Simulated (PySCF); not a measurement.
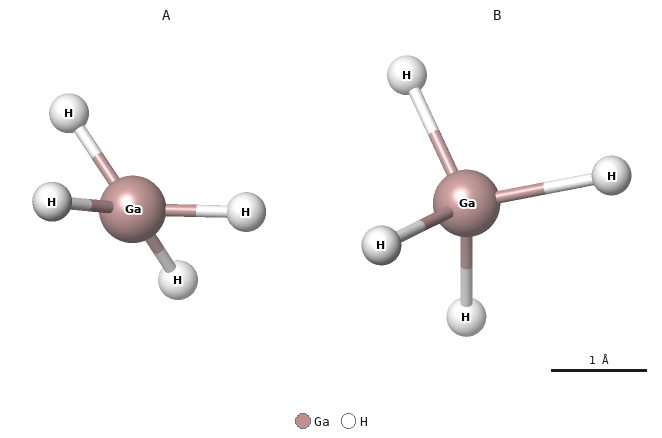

Two geometries of GaH$_{4}$ (charge −1), drawn at one scale. One is the start of a relaxation, the other its converged end. A ball-and-stick model, seen from a free direction.

Level of theory: PySCF, PBE0-D3(BJ)/def2-SVP geometry optimisation, gas phase. 

Question: Which of the two is the end point?

Answer: Structure B is the relaxed one. The start comes from GFN2-xTB. Its atoms were then displaced at random by about 0.03 Å. The largest moves after the best rigid fit, 0.69 Å, are those of H atoms. By element the largest moves are H 0.69 Å, Ga 0.08 Å. Some distances before and after: Ga–H 1.175 → 1.626 Å, Ga–H 1.197 → 1.626 Å, Ga–H 1.233 → 1.627 Å. Bond angles that change, for instance: H–Ga–H 65.6° → 109.5°, H–Ga–H 72.2° → 109.4°, H–Ga–H 142.6° → 109.5°. Over 10 geometry steps the energy falls by 959.6 kJ/mol. Cost: 13 s on 1 thread of Intel(R) Xeon(R) Platinum 8175M CPU @ 2.50GHz, on a shared host.

Limits of the set-up: the basis has no diffuse functions, which an anion needs.
